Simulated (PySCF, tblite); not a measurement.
# C₅H₇O radical: geometry, infrared bands and EPR parameters

What infrared bands and EPR parameters should C₅H₇O radical (`[CH]1COC12CC2`) show?

The runs use tblite 0.8.0 and PySCF 2.14.0, with density-fitted response routines of our own; the level of theory stands in each step. All values are computed, except where a source is named. Atoms count from 0, in the outputs and in this text.

## Step 1: Starting geometry

13 atoms, charge 0, multiplicity 2; geometry from: force field or distance geometry start.

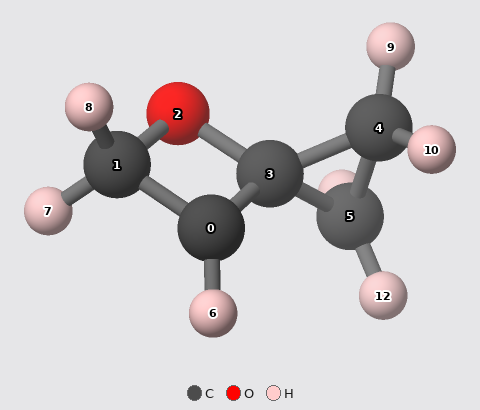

As it starts; carbon dark grey, oxygen red, hydrogen pink, atoms numbered.

## Step 2: Relaxing the molecule with GFN2-xTB

What the job is given:

```
{"job": {"kind": "relax", "xc": "GFN2-xTB", "basis": "xTB"}, "charge": 0, "multiplicity": 2}
C      0.922000    -0.172200    -0.868300
C      1.874300     0.171600     0.173500
O      0.790800     0.338500     1.112900
C     -0.119800     0.053300     0.059300
C     -1.389400     0.762900    -0.100000
C     -1.366400    -0.708400     0.278400
H      0.995300    -0.989200    -1.562200
H      2.550400    -0.643700     0.481900
H      2.439400     1.090100     0.017800
H     -1.678200     1.481000     0.656400
H     -1.713500     1.012800    -1.112000
H     -1.634200    -0.968800     1.299800
H     -1.675200    -1.427300    -0.455200
```

Started as:

```console
> OMP_NUM_THREADS=1 python probes_run.py task.json out
```

The driver reads the jobs from task.json and runs them one after another.

**Question.** This job is followed by: GFN2-xTB harmonic vibrations, gas phase; UKS B3LYP, pcH-1 on C H O, non-relativistic, mean-field spin-orbit, GIAO. What will the session give for the following? strongest single infrared mode (GFN2-xTB); zero-point energy (GFN2-xTB); g(iso) (B3LYP); ⟨S²⟩; largest a(iso) (averaged by class); surface potential, least and greatest.

The runs gave:

| quantity | value |
| --- | --- |
| strongest single infrared mode (GFN2-xTB) | 2890 cm⁻¹, 49 km/mol |
| zero-point energy (GFN2-xTB) | 64.7 kcal/mol |
| g(iso) (B3LYP) | 2.00268 |
| ⟨S²⟩ | 0.755 (exact 0.75) |
| largest a(iso) (averaged by class) | 1H on H7, H8, 105.1 MHz |
| surface potential, least and greatest | -1.60 V and 0.95 V |

Relaxing lowered the energy by 0.201 eV in 46 steps; the close pair that moved most is C3–C4, from 1.463 to 1.514 Å. All 33 modes are real, so the xTB geometry is a minimum. The strongest single mode, at 2890 cm⁻¹, moves mainly H8 and H7. Unscaled tight-binding wavenumbers are off by several per cent, some by more. Its intensities can rank the bands wrongly. C0 carries the largest spin population, 0.94 e. The isotropic g lies 0.4 ppt above the free-electron value.
